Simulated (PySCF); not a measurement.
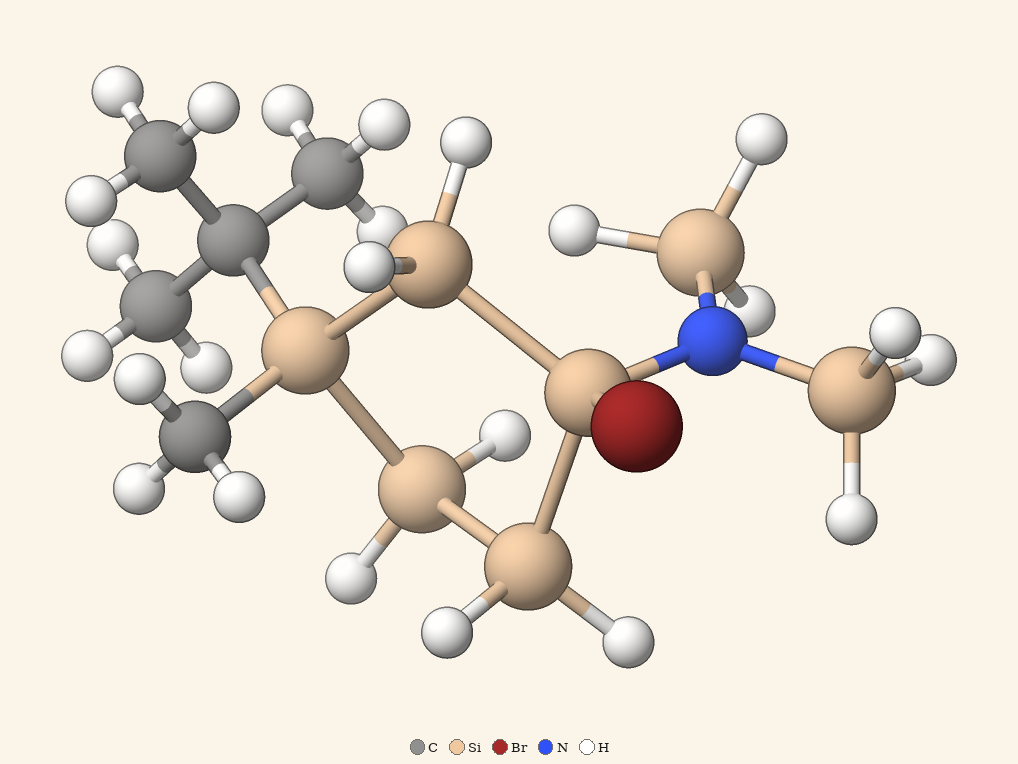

The geometry was computed by an optimisation with PBE0-D3(BJ)/def2-SVP. No frequency run is at hand to confirm it as a minimum.

Draw it as a skeletal formula.

SMILES: CC(C)(C)[Si@@]1(C)[SiH2][SiH2][Si@@](Br)(N([SiH3])[SiH3])[SiH2]1

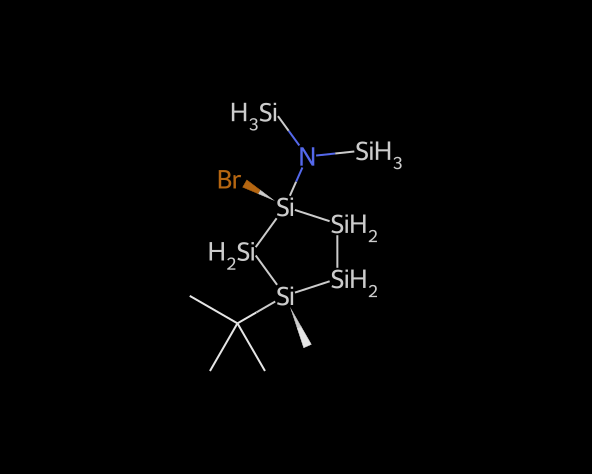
